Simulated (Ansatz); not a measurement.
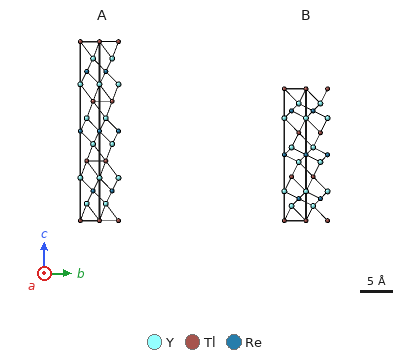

Two geometries of crystalline Y2TlRe (built on the layered alpha-NaFeO2 type) (coarse preliminary run), drawn at one scale. One is the start of a relaxation, the other its converged end. A ball-and-stick model of the conventional cell (3 times the calculation's cell), repeated 1 × 2 × 1 with one cell outlined, seen along the a axis. Lengths and directions refer to the drawn axes.

All numbers below come from Ansatz 0.2.0, DFT PBE, scalar-relativistic, plane waves, PAW. Settings: plane-wave cutoff 420 eV; k-point mesh 6 × 6 × 6; occupations gaussian; smearing width 0.1 eV; no spin polarisation; cell and atoms relaxed; force threshold 0.04 eV/Å; at most 70 steps.

### Which geometry has the lower energy?

Structure A is the relaxed one. Case: layered alpha-NaFeO2 type (R-3m, No. 166). The largest moves relative to the cell, 0.48 Å, are those of Y atoms. Tl and Re stay in place. The volume changes by +5.8 %, with a = b 3.965 → 3.499 Å (−11.8 %), c 20.931 → 28.432 Å (+35.8 %). Among the contacts that change: Y–Y 3.257 → 4.571 Å, Tl–Tl 3.965 → 3.499 Å, Y–Y 3.965 → 3.499 Å, Re–Y 2.566 → 2.878 Å. Bond angles that change, for instance: Re–Y–Re 101.2° → 74.9°, Y–Re–Y 101.2° → 74.9°, Y–Re–Y 78.8° → 105.1°. The space group stays R-3m (No. 166). The energy falls by 2.727 eV per cell of the calculation in 11 accepted moves (14 points after the start). Largest force component: 3.4 eV/Å at the start, 0.029 eV/Å at the end. Pressure: 21.02 GPa at the start and −0.02 GPa at the end. The line search rejected the trial step at point 7 of the run. At 2 points the geometry stayed and the basis and grid were re-selected for the new cell (energy shift of 0.143 eV per cell of the calculation at most each time). The run took 81 s on 1 thread of Arm Neoverse V1, on a shared host, peak memory 0.42 GiB.
